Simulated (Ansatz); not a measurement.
## Geometry relaxation, with input and output: Al32P (part 2 of 2)

Al32P (defect cell, 33 atoms in the cell); DFT PBE-D3(BJ), scalar-relativistic, plane waves, PAW, PAW set soft_1, no spin polarisation (Ansatz 0.2.0); cutoff 420 eV, 3×3×3 k-mesh, Gaussian smearing of 0.15 eV. It belongs to a series of runs on one base structure; here: end point B relaxed.

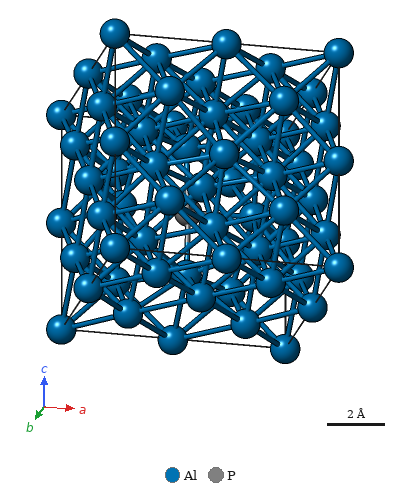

The geometry at step 3 of the log (ball-and-stick view of the cell of the calculation, seen at an oblique angle).

```
SCF converged after 5 iterations
Free energy (F): -17966.120534 eV
Harris-Foulkes:  -17966.120534 eV  (|F-HF|=1.03e-9)
Internal energy: -17966.012075 eV  (E = F + TS)
E sigma→0 (E₀):  -17966.066304 eV
Entropy (-TS):   -0.108459 eV (-3.287 meV/atom)
Fermi energy:    8.330359 eV
--- Per-component energies (eV) ---
  E_band       = 364.173284
  E_kinetic    = 804.950646
  E_local      = 253.628198  (includes V_loc(G=0)·N_el)
  E_nonlocal   = 357.858918
  E_hartree    = 36.390611
  E_xc         = -1286.066133
  E_vxc        = -1003.667952  (∫ρ·V_xc dr)
  E_paw        = -15581.277762  (= ΣΔE_a)
  E_vpaw       = -121.377420  (= ΣTr[D̂ρ^β])
  E_aug_tail   = -0.000065  (compensation charges beyond the density's cutoff)
  E_ewald      = -2540.023720
  E_disp       = -11.472768  (pairwise vdW)
  E_smearing   = -0.108459  (= −TS)
  E_closure    = 0.000000  (closes the sum)
  Σ components = -17966.120534   (vs F -17966.120534, Δ=0.00e0)
--- Forces (eV/Å), atoms counted from 1 ---
  atom   1  Al    -0.00013638     0.00482197     0.00056806
  atom   2  Al     0.00384614    -0.00042967     0.00027343
  atom   3  Al    -0.00110690    -0.00118237     0.00129155
  atom   4  Al    -0.00050774     0.00377358     0.00024873
  atom   5  Al    -0.00271142    -0.00025127     0.00014714
  atom   6  Al     0.00025235    -0.00364535     0.00018646
  atom   7  Al     0.00489714    -0.00013959     0.00058475
  atom   8  Al     0.00095922    -0.00058838     0.00066202
  atom   9  Al    -0.00004591    -0.00079840    -0.00494338
  atom  10  Al    -0.00060196     0.00100915     0.00073961
  atom  11  Al    -0.00322796    -0.00392080     0.00174995
  atom  12  Al     0.00513304    -0.00089976     0.00007540
  atom  13  Al    -0.00072530    -0.00078813    -0.00112786
  atom  14  Al    -0.00035230    -0.00287114     0.00014995
  atom  15  Al    -0.00344357     0.00022154     0.00015430
  atom  16  Al    -0.00045990    -0.00035284    -0.00367066
  atom  17  Al     0.00092987     0.00087096     0.00064814
  atom  18  Al    -0.00239311    -0.00193216     0.00455960
  atom  19  Al    -0.00109819     0.00518380     0.00004071
  atom  20  Al    -0.00366623    -0.00022189    -0.00015944
  atom  21  Al     0.00103589     0.00434482    -0.00059271
  atom  22  Al    -0.00345524    -0.00314666     0.00210622
  atom  23  Al     0.00091376    -0.00055891    -0.00080904
  atom  24  Al     0.00022627    -0.00036919     0.00416129
  atom  25  Al    -0.00051651     0.00089008    -0.00084079
  atom  26  Al    -0.00100044    -0.00001580    -0.00506819
  atom  27  Al    -0.00032558    -0.00397658    -0.00015849
  atom  28  Al     0.00415465     0.00119878    -0.00081145
  atom  29  Al    -0.00035794    -0.00026136     0.00307223
  atom  30  Al     0.00112947     0.00106174    -0.00100147
  atom  31  Al     0.00043180     0.00037834    -0.00474566
  atom  32  Al    -0.00044844     0.00019917     0.00427269
  atom  33  P      0.00267551     0.00240026    -0.00176604
  max |Σ_I F_I| component: 4.09e-6 eV/Å
--- Relaxed structure (5 steps of the walk, 5 accepted, 0 SCFs on fresh bases) ---
  F+E_penalty+E_count = -17966.12053374 eV   max|allowed force component| = 5.184e-3 eV/Å
  atoms:
    - { symbol: Al, position: [0.5001025481141383, 0.011792475203422591, -0.00047272415789432825] }
    - { symbol: Al, position: [0.7533842348713076, 0.24981446504469584, 0.00011425519291323276] }
    - { symbol: Al, position: [0.7524745087958985, 0.002524488823208966, 0.2474275914613425] }
    - { symbol: Al, position: [-0.0002644368926921112, 0.00345189993088964, 0.00012021246386613678] }
    - { symbol: Al, position: [0.24628395423367366, 0.24972435685801947, 0.00017452895181881966] }
    - { symbol: Al, position: [0.500032400936349, 0.48724566718671075, -0.0004135338789868206] }
    - { symbol: Al, position: [0.7616304720466821, 0.75009462732475, -0.00047815864071163984] }
    - { symbol: Al, position: [0.2472714936992068, 0.0023998474862736785, 0.2475325379507855] }
    - { symbol: Al, position: [0.5000908606819578, 0.2507113006603173, 0.23797145818426918] }
    - { symbol: Al, position: [0.7523623864653046, 0.49731340049432216, 0.24751232139317292] }
    - { symbol: Al, position: [0.4983301631148328, 0.04987508912921913, 0.5008164595631976] }
    - { symbol: Al, position: [0.7616849546143979, 0.25073454200364176, 0.49993510039729905] }
    - { symbol: Al, position: [0.7523994595149089, 0.002457080510120555, 0.7526542047724424] }
    - { symbol: Al, position: [-0.0003527422308922961, 0.49630586853565095, 0.00016826314197592465] }
    - { symbol: Al, position: [0.2371072785362357, 0.7500277599215133, -0.0004102467204250704] }
    - { symbol: Al, position: [-0.00027936190033692854, 0.24979341166584818, 0.24648300625992672] }
    - { symbol: Al, position: [0.24725000556599533, 0.4973069266494175, 0.24761121513817183] }
    - { symbol: Al, position: [0.4982884678223076, 0.7486848928411224, 0.2015101549800008] }
    - { symbol: Al, position: [0.0009218431407783884, 0.011914229563167275, 0.4999391083492448] }
    - { symbol: Al, position: [0.23706063980188374, 0.25062831605605257, 0.4999788149470629] }
    - { symbol: Al, position: [0.4981311651877419, 0.4574784696616973, 0.5009318199318429] }
    - { symbol: Al, position: [0.8010276554408199, 0.7487483763297377, 0.5007970087082646] }
    - { symbol: Al, position: [0.24725794776887927, 0.002335419657606504, 0.7526345955473389] }
    - { symbol: Al, position: [0.5000429874450002, 0.25064603311969014, 0.7626350737834576] }
    - { symbol: Al, position: [0.7522893831347334, 0.4973103560800078, 0.7526386112736431] }
    - { symbol: Al, position: [0.0009027598522629497, 0.750079290498912, 0.23790479448345975] }
    - { symbol: Al, position: [0.0008025598620233579, 0.48713819275394343, 0.4999754139165623] }
    - { symbol: Al, position: [0.20843099194514506, 0.7485399566625477, 0.5009403766206673] }
    - { symbol: Al, position: [-0.00033759401125516995, 0.2497460522501103, 0.7536666914138404] }
    - { symbol: Al, position: [0.24722404480494767, 0.49729067944641453, 0.7526351616252995] }
    - { symbol: Al, position: [0.49815642273719873, 0.7485736957697701, 0.7937468549489352] }
    - { symbol: Al, position: [0.0008187469901101318, 0.7500413571213732, 0.7626964849610398] }
    - { symbol: P, position: [0.507721347910456, 0.7559922347598269, 0.4961405330361774] }
```

## Trajectory as extended XYZ (Å, eV, eV/Å), 3 of the 5 frames kept, from step=1 to step=5
```
33
Lattice="8.1000 0.0000 0.0000 0.0000 8.1000 0.0000 0.0000 0.0000 8.1000" Properties=species:S:1:pos:R:3:forces:R:3 step=1 energy=-17960.40216
Al    4.0500    0.0000    0.0000    0.0041   0.0898   0.0071
Al    6.0750    2.0250    0.0000   -0.0273  -0.0031   0.0020
Al    6.0750    0.0000    2.0250    0.1684   0.1705  -0.1737
Al    0.0000    0.0000    0.0000   -0.0041  -0.0258   0.0021
Al    2.0250    2.0250    0.0000    0.0105  -0.0053   0.0035
Al    4.0500    4.0500    0.0000    0.0039  -0.0703   0.0056
Al    6.0750    6.0750    0.0000    0.0922   0.0034   0.0073
Al    2.0250    0.0000    2.0250   -0.1447   0.1239  -0.1263
Al    4.0500    2.0250    2.0250    0.0041  -0.0104  -0.0864
Al    6.0750    4.0500    2.0250    0.1303  -0.1509  -0.1345
Al    4.0500    0.0000    4.0500   -0.2655   7.4472   0.1442
Al    6.0750    2.0250    4.0500    0.0924  -0.0109  -0.0023
Al    6.0750    0.0000    6.0750    0.1424   0.1441   0.1604
Al    0.0000    4.0500    0.0000   -0.0063   0.0121   0.0033
Al    2.0250    6.0750    0.0000   -0.0684   0.0032   0.0054
Al    0.0000    2.0250    2.0250   -0.0044  -0.0035   0.0236
Al    2.0250    4.0500    2.0250   -0.1095  -0.1073  -0.0946
Al    4.0500    6.0750    2.0250   -0.2457  -0.2002  -6.9153
Al    0.0000    0.0000    4.0500   -0.0132   0.0901  -0.0023
Al    2.0250    2.0250    4.0500   -0.0686  -0.0082  -0.0021
Al    4.0500    4.0500    4.0500   -0.1705  -4.8278   0.0926
Al    6.0750    6.0750    4.0500    7.8363  -0.2281   0.1521
Al    2.0250    0.0000    6.0750   -0.1206   0.1025   0.1150
Al    4.0500    2.0250    6.0750    0.0039  -0.0089   0.0735
Al    6.0750    4.0500    6.0750    0.1082  -0.1262   0.1228
Al    0.0000    6.0750    2.0250   -0.0127   0.0034  -0.0866
Al    0.0000    4.0500    4.0500   -0.0104  -0.0707  -0.0022
Al    2.0250    6.0750    4.0500   -4.6046  -0.1325   0.0883
Al    0.0000    2.0250    6.0750   -0.0059  -0.0047  -0.0144
Al    2.0250    4.0500    6.0750   -0.0895  -0.0875   0.0849
Al    4.0500    6.0750    6.0750   -0.1829  -0.1490   5.1788
Al    0.0000    6.0750    6.0750   -0.0109   0.0032   0.0737
P     4.1168    6.1294    4.0137   -2.4313  -1.9617   1.2941
33
Lattice="8.1000 0.0000 0.0000 0.0000 8.1000 0.0000 0.0000 0.0000 8.1000" Properties=species:S:1:pos:R:3:forces:R:3 step=3 energy=-17966.08265
Al    4.0499    0.0963   -0.0053    0.0082  -0.0419   0.0062
Al    6.1096    2.0238    0.0007   -0.0839   0.0042  -0.0027
Al    6.1196    0.0451    1.9795   -0.1276  -0.1278   0.1280
Al   -0.0017    0.0350    0.0007    0.0052  -0.0833  -0.0026
Al    1.9879    2.0229    0.0013    0.0795   0.0033  -0.0021
Al    4.0502    3.9466   -0.0035    0.0053   0.0314   0.0101
Al    6.1703    6.0749   -0.0054   -0.0427   0.0068   0.0056
Al    1.9812    0.0416    1.9830    0.1237  -0.1234   0.1226
Al    4.0500    2.0327    1.9278    0.0075  -0.0110   0.0420
Al    6.1168    4.0059    1.9824   -0.1251   0.1254   0.1241
Al    4.0391    0.3885    4.0552   -0.0063   0.1367   0.0034
Al    6.1701    2.0333    4.0500   -0.0441  -0.0090  -0.0044
Al    6.1177    0.0431    6.1196   -0.1263  -0.1262  -0.1270
Al   -0.0026    4.0132    0.0012    0.0043   0.0799  -0.0021
Al    1.9206    6.0753   -0.0034    0.0294   0.0039   0.0105
Al   -0.0018    2.0237    1.9898    0.0050   0.0039   0.0824
Al    1.9825    4.0080    1.9843    0.1143   0.1141   0.1167
Al    4.0371    6.0651    1.6444    0.0001   0.0001  -0.1095
Al    0.0103    0.0963    4.0499   -0.0131  -0.0439  -0.0041
Al    1.9211    2.0302    4.0498    0.0306  -0.0164  -0.0024
Al    4.0278    3.7155    4.0614    0.0264  -0.0855  -0.0142
Al    6.4706    6.0681    4.0543    0.1563  -0.0090   0.0060
Al    1.9823    0.0407    6.1169    0.1175  -0.1202  -0.1167
Al    4.0502    2.0309    6.1765    0.0056  -0.0148  -0.0351
Al    6.1156    4.0073    6.1173   -0.1223   0.1196  -0.1190
Al    0.0098    6.0751    1.9277   -0.0144   0.0058   0.0427
Al    0.0069    3.9473    4.0498   -0.0203   0.0333  -0.0025
Al    1.6988    6.0565    4.0621   -0.0870   0.0240  -0.0160
Al   -0.0024    2.0232    6.1113    0.0043   0.0033  -0.0802
Al    1.9821    4.0075    6.1171    0.1087   0.1088  -0.1088
Al    4.0296    6.0589    6.4208    0.0217   0.0176   0.0783
Al    0.0075    6.0752    6.1765   -0.0191   0.0043  -0.0358
P     4.1102    6.1216    4.0200   -0.0216  -0.0141   0.0070
33
Lattice="8.1000 0.0000 0.0000 0.0000 8.1000 0.0000 0.0000 0.0000 8.1000" Properties=species:S:1:pos:R:3:forces:R:3 step=5 energy=-17966.12053
Al    4.0508    0.0955   -0.0038   -0.0001   0.0048   0.0006
Al    6.1024    2.0235    0.0009    0.0038  -0.0004   0.0003
Al    6.0950    0.0204    2.0042   -0.0011  -0.0012   0.0013
Al   -0.0021    0.0280    0.0010   -0.0005   0.0038   0.0002
Al    1.9949    2.0228    0.0014   -0.0027  -0.0003   0.0001
Al    4.0503    3.9467   -0.0034    0.0003  -0.0036   0.0002
Al    6.1692    6.0758   -0.0039    0.0049  -0.0001   0.0006
Al    2.0029    0.0194    2.0050    0.0010  -0.0006   0.0007
Al    4.0507    2.0308    1.9276    0.0000  -0.0008  -0.0049
Al    6.0941    4.0282    2.0048   -0.0006   0.0010   0.0007
Al    4.0365    0.4040    4.0566   -0.0032  -0.0039   0.0018
Al    6.1696    2.0309    4.0495    0.0051  -0.0009   0.0001
Al    6.0944    0.0199    6.0965   -0.0007  -0.0008  -0.0011
Al   -0.0029    4.0201    0.0014   -0.0004  -0.0029   0.0001
Al    1.9206    6.0752   -0.0033   -0.0034   0.0002   0.0002
Al   -0.0023    2.0233    1.9965   -0.0005  -0.0004  -0.0037
Al    2.0027    4.0282    2.0057    0.0009   0.0009   0.0006
Al    4.0361    6.0643    1.6322   -0.0024  -0.0019   0.0046
Al    0.0075    0.0965    4.0495   -0.0011   0.0052   0.0000
Al    1.9202    2.0301    4.0498   -0.0037  -0.0002  -0.0002
Al    4.0349    3.7056    4.0575    0.0010   0.0043  -0.0006
Al    6.4883    6.0649    4.0565   -0.0035  -0.0031   0.0021
Al    2.0028    0.0189    6.0963    0.0009  -0.0006  -0.0008
Al    4.0503    2.0302    6.1773    0.0002  -0.0004   0.0042
Al    6.0935    4.0282    6.0964   -0.0005   0.0009  -0.0008
Al    0.0073    6.0756    1.9270   -0.0010   0.0000  -0.0051
Al    0.0065    3.9458    4.0498   -0.0003  -0.0040  -0.0002
Al    1.6883    6.0632    4.0576    0.0042   0.0012  -0.0008
Al   -0.0027    2.0229    6.1047   -0.0004  -0.0003   0.0031
Al    2.0025    4.0281    6.0963    0.0011   0.0011  -0.0010
Al    4.0351    6.0634    6.4294    0.0004   0.0004  -0.0047
Al    0.0066    6.0753    6.1778   -0.0004   0.0002   0.0043
P     4.1125    6.1235    4.0187    0.0027   0.0024  -0.0018
```

## Key numbers

| quantity | value |
| --- | --- |
| outcome | converged |
| electrons treated | 101 |
| free energy | −17966.1205 eV |
| Fermi energy | 8.330 eV |
| final volume | 531.44 Å³ |
| largest force (length of the vector) at the end | 0.006 eV/Å |
| hardware | 4 threads of Arm Neoverse V1, 24 GiB of memory available, shared host |
| wall time | 59 s (CPU time 3.9 min) |
| peak memory | 1.4 GiB |
